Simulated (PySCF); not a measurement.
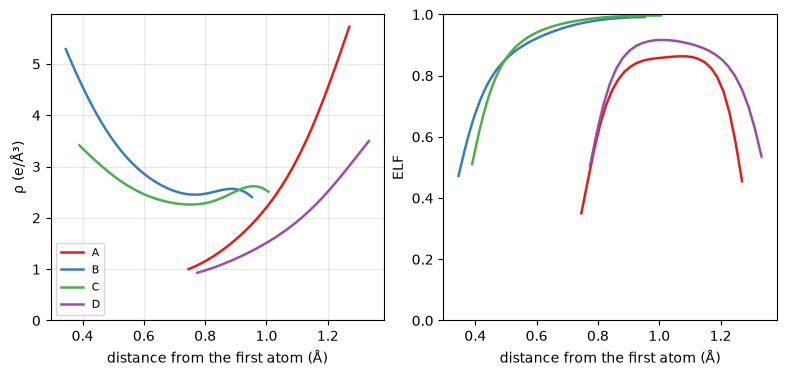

H₉NO₃Si₃. Total electron density and ELF along straight lines between neighbouring atoms. The curves leave out the atomic cores.

Geometry: GFN2-xTB.

The calculation used PySCF 2.14.0, PBE0/pcSseg-1, SCF density, gas phase, non-relativistic.

```xyz
16

N    -1.8790    1.0781   -0.3016
Si   -1.9149   -0.4594    0.4698
O    -0.7013   -1.3491   -0.1369
Si    0.8590   -1.4107   -0.5408
O     1.0432   -1.1549   -2.1294
O     1.7260   -0.2691    0.2003
Si    1.8422    1.2150    0.8250
H    -0.9814    1.4942   -0.4950
H    -2.5415    1.7866   -0.0343
H    -1.7508   -0.4522    1.9285
H    -3.1177   -1.1566    0.0242
H     1.3730   -2.6833   -0.0837
H     0.3791   -1.4704   -2.7353
H     3.2031    1.2516    1.3506
H     0.8307    1.3749    1.8742
H     1.6227    2.2143   -0.2269
```

Q: Which curve belongs to which contact (N–H, O–H, Si–N and Si–O)? The first atom named is at distance zero.

A: Curve A: Si–O (1.61 Å): the density is about 1.2 e/Å³ at the midpoint; the ELF peaks at about 0.85 between the atoms: a short, strongly polar bond. Curve B: O–H (0.95 Å): the density is about 3.7 e/Å³ at the midpoint; the ELF climbs to about 1 towards the hydrogen, as it does in any bond to H: an ordinary covalent bond to hydrogen. Curve C: N–H (1.01 Å): the density is about 2.8 e/Å³ at the midpoint; the ELF climbs to about 1 towards the hydrogen; a covalent bond by its length. Curve D: Si–N (1.72 Å): ρ is about 1.1 e/Å³ halfway; the ELF peaks at about 0.90 between the atoms (a shared but strongly polarised pair).
